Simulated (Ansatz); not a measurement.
**BSiNH4S (SMILES S[SiH]1BN1) at CCSD(T)/cc-pVDZ**

Aim: the vertical ionisation energy of BSiNH4S at CCSD(T)/cc-pVDZ, from 2 runs. 

The calculation is run with Ansatz 0.2.0.

97 further runs of the same task are left out: 97 set aside as unsound or not needed.

## Step 1: The molecule

The species is BSiNH4S (8 atoms), meant as a singlet with charge 0. As SMILES, `S[SiH]1BN1`. The shape is that of a PBE0-D4/def2-TZVP optimisation. This is one conformer, not always the lowest.

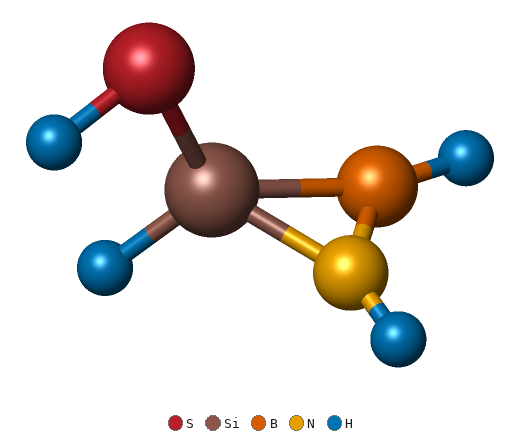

Viewed from a chosen angle; sulfur red, silicon brown, boron orange, nitrogen amber, hydrogen blue.

## Step 2: A single-point energy at CCSD(T)/cc-pVDZ

The input, job.yaml:

```yaml
crystal:
  periodic: [false, false, false]
  atoms:
    - {symbol: S, position_ang: [-2.198700, -0.554700, -0.360400]}
    - {symbol: Si, position_ang: [-0.326600, -0.039100, 0.515400]}
    - {symbol: B, position_ang: [1.350500, -0.825500, 0.014200]}
    - {symbol: "N", position_ang: [0.999600, 0.392100, -0.541100]}
    - {symbol: H, position_ang: [-2.816800, 0.582000, 0.001900]}
    - {symbol: H, position_ang: [-0.578800, 0.932200, 1.605800]}
    - {symbol: H, position_ang: [2.264800, -1.577600, -0.080200]}
    - {symbol: H, position_ang: [1.398200, 1.033600, -1.211500]}
basis:
  gaussian: {orbitals: cc-pVDZ}
correlation: {method: ccsd_t, frozen_orbitals: {B: 1, H: 0, "N": 1, S: 5, Si: 5}}
accuracy: high
scf: {omitted_lower_state_checks: [cluster_reference, increment]}
```

On the command line:

```bash
$ ansatz run job.yaml --threads 1 --pin off --max-ram 2610MiB --events-out events.jsonl --progress --plain --runs-dir runs
```

Output (excerpt; [...] marks lines left out):

```text
Warning: RAYON_NUM_THREADS=1 ignored (pool sized by the plan → 1); use --threads N
Functional definition: HF
  name "HF"
[...]
1930 factors; integrals over basis functions are off by at most 3.9e-9 eV
[...]
mean field -20897.08864587 eV, -767.9538431801 hartree, gradient 4.9e-8 eV, S^2 0.000000; 0 other end points of the search recorded, 0 dependent functions left out
12 core orbitals not correlated: weight in the atoms' cores, before any rotation towards them, 1.000 or more for the frozen orbitals, at most 0.000 for the correlated occupied ones
reference -20897.08864587 eV, -767.9538431801 hartree; 11, 11 occupied and 61, 61 virtual orbitals, 1930 factors
second order -12.94168525 eV of doubles, -0.00000000 eV of singles
cycle   1  -13.66553049 eV  change   -7.2e-1 eV  update   9.4e-2
[...]
cycle  22  -14.15482552 eV  change  -6.7e-10 eV  update   1.1e-9
perturbative correction -0.47725722 eV, -0.0175388792 hartree
Total energy: -20911.72072860 eV, -768.4915623027 hartree
Checks for a lower state left out: cluster_reference, increment
```

Wall time 17 s (1 thread of Arm Neoverse V1, shared host); peak memory 0.42 GiB.

## Step 3: The doublet cation at the same level

The input, run.yaml:

```yaml
crystal:
  periodic: [false, false, false]
  atoms:
    - symbol: S
      position_ang: [-2.198700, -0.554700, -0.360400]
    - symbol: Si
      position_ang: [-0.326600, -0.039100, 0.515400]
    - symbol: B
      position_ang: [1.350500, -0.825500, 0.014200]
    - symbol: N
      position_ang: [0.999600, 0.392100, -0.541100]
    - symbol: H
      position_ang: [-2.816800, 0.582000, 0.001900]
    - symbol: H
      position_ang: [-0.578800, 0.932200, 1.605800]
    - symbol: H
      position_ang: [2.264800, -1.577600, -0.080200]
    - symbol: H
      position_ang: [1.398200, 1.033600, -1.211500]
basis:
  gaussian:
    orbitals: cc-pVDZ
total_charge: 1
magnetization:
  spin_polarized: true
  initial_magnetization: 1
correlation:
  method: ccsd_t
  frozen_orbitals: {B: 1, H: 0, "N": 1, S: 5, Si: 5}
accuracy: high
scf:
  omitted_lower_state_checks: [cluster_reference, increment]
```

On the command line:

```bash
$ ansatz run run.yaml --threads 1 --pin off --max-ram 2610MiB --events-out events.jsonl --progress --plain --runs-dir runs
```

Output (excerpt; [...] marks lines left out):

```text
Warning: RAYON_NUM_THREADS=1 ignored (pool sized by the plan → 1); use --threads N
[... 2 set-up lines as earlier in the session ...]
[...]
1930 factors; integrals over basis functions are off by at most 3.9e-9 eV
[...]
mean field -20888.65843554 eV, -767.6440386648 hartree, gradient 5.5e-8 eV, S^2 0.760457; 3 other end points of the search recorded, 0 dependent functions left out
12 core orbitals not correlated: weight in the atoms' cores, before any rotation towards them, 1.000 or more for the frozen orbitals, at most 0.000 for the correlated occupied ones
reference -20888.65843554 eV, -767.6440386648 hartree; 11, 10 occupied and 61, 62 virtual orbitals, 1930 factors
second order -12.30995540 eV of doubles, -0.00000000 eV of singles
cycle   1  -12.99936640 eV  change   -6.9e-1 eV  update   1.1e-1
[...]
cycle  35  -13.58601824 eV  change  -8.7e-10 eV  update   1.0e-9
perturbative correction -0.50857218 eV, -0.0186896831 hartree
Total energy: -20902.75302596 eV, -768.1620053092 hartree
Checks for a lower state left out: cluster_reference, increment
```

Wall time 72 s (1 thread of Arm Neoverse V1, shared host); peak memory 0.76 GiB.

## Step 4: Outcome

At CCSD(T)/cc-pVDZ, 12 core orbitals frozen:

```
                                                     quantity          value
                                singlet BSiNH4S: total energy  -768.49156 Eh
singlet BSiNH4S: correlation energy (12 core orbitals frozen)     -537.7 mEh
                              singlet BSiNH4S: (T) correction     -17.54 mEh
                               singlet BSiNH4S: T1 diagnostic          0.014
                                 doublet cation: total energy  -768.16201 Eh
 doublet cation: correlation energy (12 core orbitals frozen)     -518.0 mEh
                               doublet cation: (T) correction     -18.69 mEh
            doublet cation: ⟨S²⟩ of the reference determinant          0.760
                                doublet cation: T1 diagnostic          0.048
           vertical ionisation energy (to the doublet cation)       8.968 eV
```

Removing an electron at fixed nuclei costs 8.97 eV (207 kcal/mol). The triples (singlet BSiNH4S) make up 3.3 % of the correlation energy. The T1 diagnostic (doublet cation) of 0.048 is above the customary mark for such species, so a single reference may not serve. The triples (doublet cation) make up 3.6 % of the correlation energy.
